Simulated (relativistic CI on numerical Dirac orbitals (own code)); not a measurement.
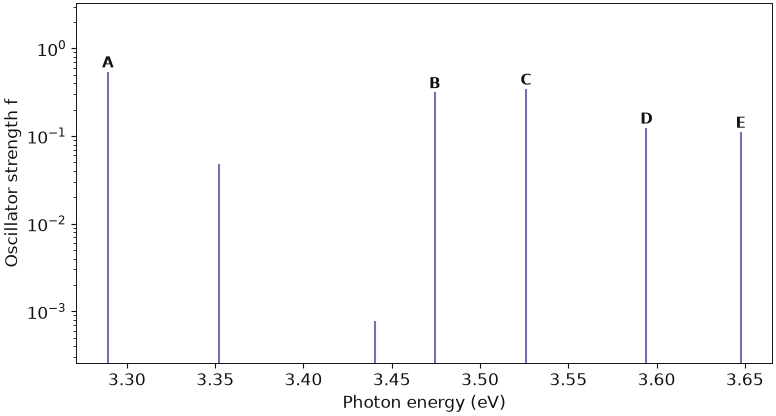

The plot shows absorption lines from the lowest level (oscillator strengths f) for Pm II (Pm⁺). The calculation used Dirac CI, KLI exchange-only orbitals, Breit term, model QED, valence Slater integrals scaled by 0.85, configurations tied to the tabulated ionisation limit (radial Dirac CI code).

### Which transitions are the lettered lines?

A: 4f⁵ 6p ⁷I₃ ← 4f⁵ 6s ⁷H°₂, 3.289 eV, f = 0.55; B: 4f⁵ 6p ⁷G₁ ← 4f⁵ 6s ⁷H°₂, 3.474 eV, f = 0.32; C: 4f⁵ 6p ⁷G₂ ← 4f⁵ 6s ⁷H°₂, 3.526 eV, f = 0.35; D: 4f⁵ 6p J = 3 (even, mixed, level 283) ← 4f⁵ 6s ⁷H°₂, 3.594 eV, f = 0.12; E: 4f⁵ 6p J = 2 (even, mixed, level 294) ← 4f⁵ 6s ⁷H°₂, 3.648 eV, f = 0.11. The strongest, A, lies in the ultraviolet region.

Known limits: configurations built on the next ion are tied to the tabulated ionisation energy, low ones can still be off by several thousand cm⁻¹ and the others by 10000 or more; rates and lifetimes follow the computed energies and can be off by orders of magnitude; one shift a configuration: terms inside it, and wavelengths, can be off by thousands of cm⁻¹; only a limited list of configurations is included, so lower levels can be missing; not all moves of one electron into or out of the f shell are listed, so low levels are missing; only lines among the lowest 300 of 9914 levels are drawn, so those from 4f⁴ 6s² and 4f⁵ 6p are incomplete.
